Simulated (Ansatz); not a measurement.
**K2MgH4: a short molecular-dynamics run**

Aim: set K2MgH4 (a randomly packed cell, 7 atoms, not relaxed) in motion for 20 steps of 0.25 fs under a Langevin thermostat and barostat at 300 K and 0 GPa, and see how temperature, energy and positions respond.

Program: Ansatz 0.2.0. Level of theory: DFT PBE, plane waves, PAW, scalar-relativistic, no spin polarisation. These are calculated values, not measurements.

### Step 1. The starting structure

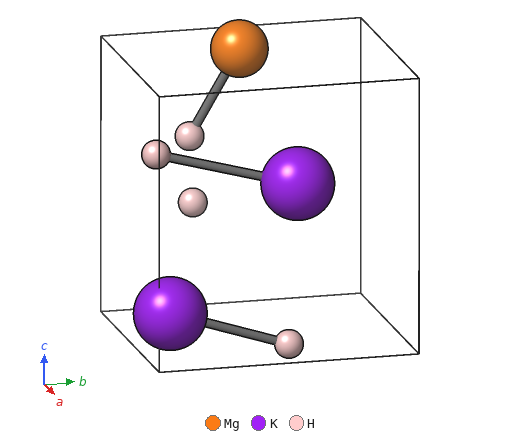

Start, viewed slightly off an axis; magnesium orange, potassium purple, hydrogen pink. Each atom of the cell is drawn once.

As a file:

```xyz
7
Lattice="4.2865 1.4940 -0.2591 0.5086 5.1830 0.8220 0.4466 -0.2525 5.6812" Properties=species:S:1:pos:R:3 pbc="T T T"
Mg    1.4650    2.4558    5.7189
K     3.9228    1.5091    0.7697
K     3.1566    3.8641    3.4121
H     3.7065    3.6086    5.8526
H     0.9379    1.6541    2.4278
H     1.2397    1.5407    3.8319
H     3.5568    1.0387    3.8980
```

### Step 2. The run

File input.yaml:

```yaml
crystal:
  lattice:
    - [4.286481, 1.493986, -0.259149]
    - [0.508582, 5.182963, 0.821991]
    - [0.446612, -0.252495, 5.681177]
  atoms:
    - { symbol: Mg, position: [0.187736, 0.46588, 0.94779] }
    - { symbol: K, position: [0.892432, 0.042207, 0.170093] }
    - { symbol: K, position: [0.609162, 0.596364, 0.542102] }
    - { symbol: H, position: [0.697802, 0.543014, 0.983443] }
    - { symbol: H, position: [0.142842, 0.297011, 0.390878] }
    - { symbol: H, position: [0.189668, 0.273935, 0.643502] }
    - { symbol: H, position: [0.75281, 0.018379, 0.71781] }
kpoints:
  mp_grid: { grid: [4, 3, 3] }
magnetization:
  spin_polarized: false
scf:
  occupations: { method: cold, width: 0.15 }
hamiltonian:
  pseudopotentials: { kind: paw }
  xc: pbe
basis:
  ecutwfc: 420
md:
  timestep: 0.25
  n_steps: 20
  ensemble: npt_langevin
  temperature: 300.0
  initial_velocities: maxwell_boltzmann
  seed: 705371
  pressure: 0.0
```

Launch:

```sh
ansatz run input.yaml --threads 2 --pin off --max-ram 2560MiB --backend cpu --events-out ev --progress --plain --runs-dir out
```

**Question.** What will these runs give? Wanted: temperature, first and last step; temperature, second half; potential energy, second half; largest change of the conserved energy; volume, first and last step; mean square displacement, second half.

**Answer**, as computed:

| quantity | value |
| --- | --- |
| length | 20 steps of 0.25 fs |
| temperature, first and last step | 257 and 615 K |
| temperature, second half | mean 485 K, from 380 to 615 K |
| potential energy, second half | -30 meV/atom from the start |
| largest change of the conserved energy | 0.01 meV/atom |
| volume, first and last step | 17.71 and 17.71 Å³/atom |
| mean square displacement, second half | H 0.020, Mg 0.000, K 0.000 Å² |

Against a set 300 K the second half averages 485 K, going from 380 to 615 K over that half. The conserved energy strays from its start by at most 0.01 meV/atom, under 0.1 % of the mean kinetic energy, which is good for a step of 0.25 fs. Over the second half H atoms stand 0.1 Å (root mean square) from where they began, and the farthest move is 0.2 Å. The volume changes by -0.0 % from first to last step. A run of 5 fs with 7 atoms shows the motion but fixes no equilibrium value. The nuclei move classically, without zero-point motion, which matters most for hydrogen.
